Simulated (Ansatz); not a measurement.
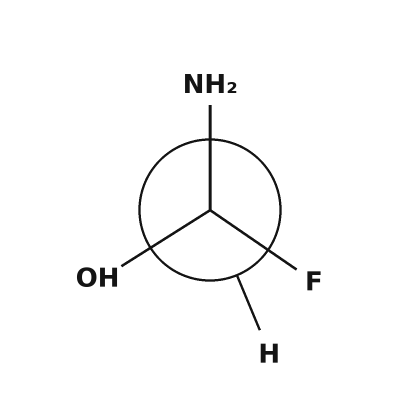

A Newman projection along the Si–O bond, silicon in front; angles are drawn as computed, but eclipsed bonds slightly apart. The geometry was computed by an optimisation with PBE-D4/def2-SVP. No frequency run is at hand to confirm it as a minimum.

Which molecule is it?

FH4NO2Si, N[Si](O)(O)F

What is the torsion angle from the front F to the back H? The sign is positive where the front bond must turn clockwise to cover the back bond.

33°, synclinal (gauche).
